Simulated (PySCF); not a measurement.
# AsBH6N2 (SMILES NB(N)[AsH2]) at 5 levels

We compute a comparison of 5 runs (HF/3-21G, PBE/pcseg-1, SVWN5/pcseg-1, PBE0/def2-SVP, MP2/def2-SVPD) of AsBH6N2. The job is set up through a Python script.

Program for the calculation: PySCF 2.14.0.

## Step 1: The structure to begin with

AsBH6N2: 10 atoms, total charge 0, spin state singlet. As SMILES, `NB(N)[AsH2]`. Geometry: a GFN2-xTB relaxation, a rough one for these elements and not checked as a minimum.

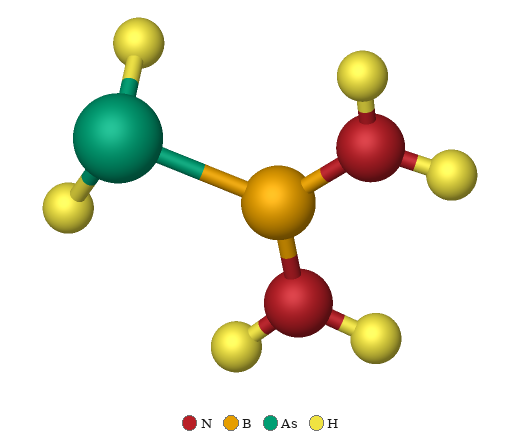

Viewed from a chosen angle; nitrogen red, boron amber, arsenic teal, hydrogen yellow.

## Step 2: Energy and gradient at HF/3-21G (run 1)

run.py reads:

```python
from pyscf import gto

mol = gto.M(
    atom=[
    ('N', (-1.321090, 0.001590, -0.418350)),
    ('B', (-0.027470, -0.204960, 0.081170)),
    ('N', (0.668620, -1.365630, -0.293910)),
    ('As', (0.835570, 1.120420, 1.369750)),
    ('H', (-1.789710, -0.634280, -1.042270)),
    ('H', (-1.875230, 0.808290, -0.190410)),
    ('H', (0.301350, -2.059790, -0.923050)),
    ('H', (1.594160, -1.582480, 0.032390)),
    ('H', (1.753580, 1.685270, 0.315100)),
    ('H', (-0.139780, 2.231590, 1.069560)),
],
    charge=0,
    verbose=3,
    basis='3-21g',
    max_memory=1860,
)

myscf = mol.RHF()
myscf.conv_tol = 1e-10
myscf.kernel()
if not myscf.converged:
    myscf = myscf.newton().run(myscf.mo_coeff, myscf.mo_occ)

etot = myscf.e_tot
print('Final energy', etot)
grad = myscf.nuc_grad_method().kernel()
myscf.analyze()
```

Started as:

```bash
$ OMP_NUM_THREADS=1 python run.py
```

Log:

```text
converged SCF energy = -2359.82676783609
[... 15 lines left out ...]
MO #6   energy= -15.4550744911205  occ= 2
[... 10 lines left out ...]
MO #17  energy= -1.9789112950098   occ= 2
[... 10 lines left out ...]
MO #28  energy= -0.375423083471225 occ= 2
[... 10 lines left out ...]
MO #39  energy= 0.475231697767366  occ= 0
[... 10 lines left out ...]
MO #50  energy= 1.28895965933848   occ= 0
[... 10 lines left out ...]
MO #61  energy= 2.80612561535216   occ= 0
[... 11 lines left out ...]
Dipole moment(X, Y, Z, Debye): -1.20794, -1.65027, -2.06485
```

It took 3.3 s on 1 thread of Intel Xeon at 2.70GHz, shared host; peak memory 0.13 GiB.

## Step 3: Energy and gradient at PBE/pcseg-1 (run 2)

start.xyz reads:

```xyz
10

N     -1.321090     0.001590    -0.418350
B     -0.027470    -0.204960     0.081170
N      0.668620    -1.365630    -0.293910
As     0.835570     1.120420     1.369750
H     -1.789710    -0.634280    -1.042270
H     -1.875230     0.808290    -0.190410
H      0.301350    -2.059790    -0.923050
H      1.594160    -1.582480     0.032390
H      1.753580     1.685270     0.315100
H     -0.139780     2.231590     1.069560
```

job.py reads:

```python
import pyscf.grad
from pyscf import gto, dft

system = gto.Mole()
system.atom = 'start.xyz'
system.verbose = 4
system.basis = 'pcseg-1'
system.max_memory = 1860
system.build()

mf = dft.RKS(system, xc='pbe')
mf.conv_tol = 1e-10
mf.grids.level = 5
mf.kernel()
if not mf.converged:
    mf = mf.newton().run(mf.mo_coeff, mf.mo_occ)

e_tot = mf.e_tot
print('E(%s) = %.9f' % ('PBE', e_tot))
grad = mf.Gradients().kernel()
dip = mf.dip_moment()
pop, q = mf.mulliken_pop()
```

Started as:

```bash
$ OMP_NUM_THREADS=1 python job.py
```

Log:

```text
PySCF version 2.14.0

[... 83 lines left out ...]
converged SCF energy = -2373.13514172842
[... 13 lines left out ...]
Dipole moment(X, Y, Z, Debye): -1.14345, -1.58334, -1.91857
[... 110 lines left out ...]
charge of    9H =      0.03780
```

Wall time 74 s (1 thread of Intel Xeon at 2.70GHz, shared host); peak memory 0.98 GiB.

## Step 4: Energy and gradient at SVWN5/pcseg-1 (run 3)

run.py reads:

```python
from pyscf import gto, dft

system = gto.M(
    atom='''
N   -1.321090   0.001590  -0.418350
B   -0.027470  -0.204960   0.081170
N    0.668620  -1.365630  -0.293910
As   0.835570   1.120420   1.369750
H   -1.789710  -0.634280  -1.042270
H   -1.875230   0.808290  -0.190410
H    0.301350  -2.059790  -0.923050
H    1.594160  -1.582480   0.032390
H    1.753580   1.685270   0.315100
H   -0.139780   2.231590   1.069560
''',
    max_memory=1860,
    verbose=4,
    basis='pcseg-1',
)

mf = dft.RKS(system)
mf.xc = 'svwn'
mf.conv_tol = 1e-10
mf.grids.level = 5
mf.kernel()
if not mf.converged:
    mf = mf.newton().run(mf.mo_coeff, mf.mo_occ)

etot = mf.e_tot
print('E = %.10f Eh' % etot)
grad = mf.nuc_grad_method().kernel()
dip = mf.dip_moment()
pop, q = mf.mulliken_pop()
```

Started as:

```bash
$ OMP_NUM_THREADS=1 python run.py
```

Log:

```text
PySCF version 2.14.0

[... 82 lines left out ...]
converged SCF energy = -2369.18244854837
[... 13 lines left out ...]
Dipole moment(X, Y, Z, Debye): -1.17234, -1.56567, -2.03248
[... 110 lines left out ...]
charge of    9H =      0.06244
```

Wall time 49 s (1 thread of Intel Xeon at 2.70GHz, shared host); peak memory 0.55 GiB.

Run 4 isn't shown in full; the table further down has it.

## Step 5: Energy and gradient at MP2/def2-SVPD (run 5)

geometry.xyz reads:

```xyz
10
AsBH6N2
N     -1.321090     0.001590    -0.418350
B     -0.027470    -0.204960     0.081170
N      0.668620    -1.365630    -0.293910
As     0.835570     1.120420     1.369750
H     -1.789710    -0.634280    -1.042270
H     -1.875230     0.808290    -0.190410
H      0.301350    -2.059790    -0.923050
H      1.594160    -1.582480     0.032390
H      1.753580     1.685270     0.315100
H     -0.139780     2.231590     1.069560
```

calc.py reads:

```python
import pyscf.grad
from pyscf import gto, mp

mol = gto.Mole()
mol.atom = 'geometry.xyz'
mol.verbose = 3
mol.max_memory = 1860
mol.spin = 0
mol.basis = 'def2-svpd'
mol.build()

mf = mol.RHF()
mf.conv_tol = 1e-10
mf.kernel()
if not mf.converged:
    mf = mf.newton().run(mf.mo_coeff, mf.mo_occ)

pt = mp.MP2(mf, frozen=12).run()
e_final = pt.e_tot
print('E(%s) = %.9f' % ('MP2', e_final))
grad = pt.Gradients().kernel()
dip = mf.dip_moment()
pop, q = mf.mulliken_pop()
```

Started as:

```bash
$ OMP_NUM_THREADS=1 python calc.py
```

Log:

```text
converged SCF energy = -2370.99555037105
[... 11 lines left out ...]
Dipole moment(X, Y, Z, Debye): -1.07955, -1.45246, -1.78497
[... 157 lines left out ...]
charge of    9H =     -0.00749
```

It took 2.1 min on 1 thread of Intel Xeon at 2.70GHz, shared host; peak memory 1.9 GiB.

## Step 6: All runs side by side

```csv
run,level,integration grid,frozen core orbitals,energy (Eh),dipole moment (D) of the reference,HOMO energy (eV),LUMO energy (eV),wall time
1,HF/3-21G,–,–,-2359.826768,2.91,-9.09,4.66,3.3 s
2,PBE/pcseg-1,5,–,-2373.135142,2.74,-5.58,0.02,74 s
3,SVWN5/pcseg-1,5,–,-2369.182449,2.82,-5.72,-0.12,49 s
4,PBE0/def2-SVP,5,–,-2373.110975,2.81,-6.73,1.03,79 s
5,MP2/def2-SVPD,–,12,-2371.693863,2.54,-9.38,1.88,2.1 min
```

## Step 7: What came out

| quantity | value |
| --- | --- |
| run 5: total energy | -2371.69386 Eh |
| run 5: dipole moment (Hartree–Fock density) | 2.54 D |
| run 5: HOMO energy (Hartree–Fock orbitals) | -9.38 eV |
| run 5: LUMO energy (Hartree–Fock orbitals) | 1.88 eV |
| run 5: HOMO–LUMO gap (Hartree–Fock orbitals) | 11.27 eV |
| run 5: correlation energy (12 core orbitals frozen) | -698.3 mEh |
| run 5: largest force on an atom | 0.739 eV/Å |

**Reading.** Among the runs that give it from their own density at one geometry, the dipole moment runs from 2.74 D (PBE/pcseg-1) to 2.91 D (HF/3-21G). Basis or surroundings differ between these two runs. Among the runs that give it from their own density at one geometry, the HOMO–LUMO gap runs from 5.60 eV (SVWN5/pcseg-1) to 13.75 eV (HF/3-21G). Totals of different functionals can't be ranked against each other. All runs together took 5.5 min, the longest 2.1 min.
